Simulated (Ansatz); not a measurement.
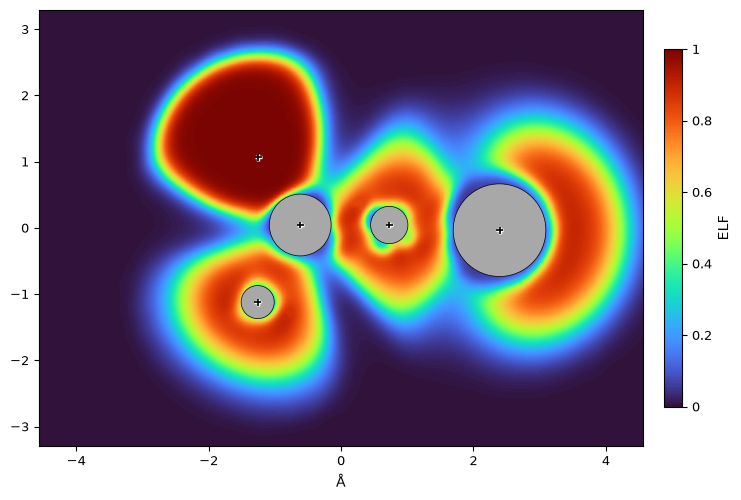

The ELF on a plane through atoms (crosses mark nuclei in the plane; grey discs cover the cores).

Method: isolated molecule in a Gaussian basis; Kohn-Sham density functional theory, functional PBE0 (Ansatz 0.2.0).

Candidates:
A. BFHOSi (doublet)
B. ClFH$_{3}$OSi$_{2}$ (charge +1)
C. BGa$_{2}$HO

> Which system is this?

Candidate A: BFHOSi on the molecular plane, which holds B, F, O, Si and H. B–F (1.33 Å): the ELF peaks at about 0.85 between the atoms, as expected for a shared but strongly polarised pair. B–O (1.34 Å): the ELF peaks at about 0.90 between the atoms (a short, strongly polar bond).
